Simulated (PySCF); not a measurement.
SMILES C#C[SiH2]CC=C at its GFN2-xTB optimised geometry (Å):

```
14

C      1.1256    -3.8817     2.2819
C      1.5399    -2.7738     2.0657
Si     2.1596    -1.0670     1.7083
C      1.4701    -0.5469     0.0000
C     -0.0162    -0.5469     0.0000
C     -0.7689     0.5388     0.0000
H      0.7650    -4.8517     2.4745
H      3.6269    -1.1024     1.6551
H      1.6730    -0.1578     2.7512
H      1.8443     0.4449    -0.2575
H      1.8358    -1.2457    -0.7548
H     -0.4763    -1.5265     0.0320
H     -1.8443     0.4907     0.0203
H     -0.3368     1.5265    -0.0270
```

Level of theory: B3LYP/def2-TZVP run with PySCF. Cells within 0.4 Å of a nucleus heavier than hydrogen are left out (blank, or x).

Map of the electrostatic potential (hartree/e), clipped to [-0.08, 0.12] on the plane z = 0.0 Å:

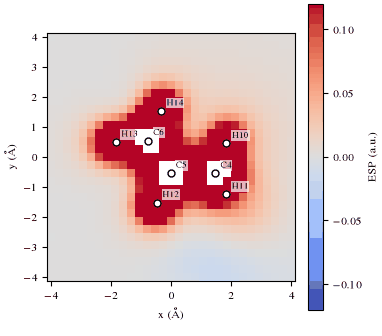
*Electrostatic potential (hartree/e), clipped to [-0.08, 0.12] on the plane z = 0.0 Å.*
